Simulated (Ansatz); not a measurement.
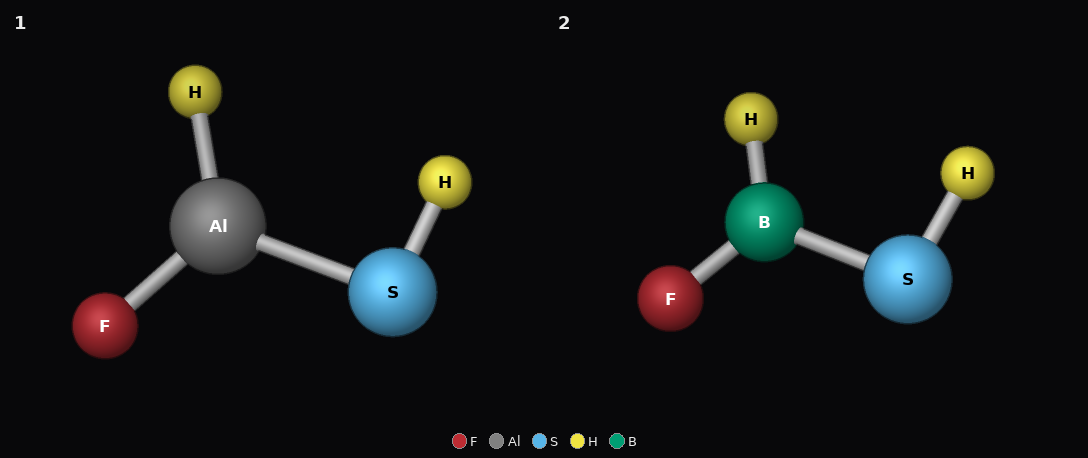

2 molecules with one skeleton, seen from the same side and at one scale. Each species is neutral and a spin singlet. Computed geometries: PBE0-D4/def2-TZVP optimisations, one conformation each. Properties computed with Ansatz 0.2.0.

One atom differs, called X below: Al in panel 1, B in panel 2. Their formulas are AlFH2S (`[F][AlH][SH]`), BFH2S (`FBS`).

**In which is the HOMO–LUMO gap larger (PBE0-D4/def2-QZVPP)?**

In panel 2 (X = B).

**In which is the length of X–H larger (PBE0-D4/def2-TZVP)?**

In panel 1 (X = Al).

Give the values. With PBE0-D4/def2-TZVP: length of X–F (Å), length of X–H (Å), length of X–S (Å), angle F–X–S (°), harmonic zero-point energy (kJ/mol). With PBE0-D4/def2-QZVPP: HOMO energy (Kohn–Sham orbital) (eV), HOMO–LUMO gap (eV). With r2SCAN-D4/def2-TZVPP: dipole moment (D), vertical ionisation energy (eV).

```tsv
quantity	1 (Al)	2 (B)	2 − 1
length of X–F (Å)	1.645	1.322	−0.323
length of X–H (Å)	1.569	1.194	−0.375
length of X–S (Å)	2.169	1.794	−0.375
angle F–X–S (°)	116.3	117.9	+1.6
HOMO energy (Kohn–Sham orbital) (eV)	−8.11	−8.38	−0.27
HOMO–LUMO gap (eV)	7.07	7.62	+0.55
dipole moment (D)	1.82	1.54	−0.28
vertical ionisation energy (eV)	10.52	10.87	+0.35
harmonic zero-point energy (kJ/mol)	49.5	66.0	+16.5
```
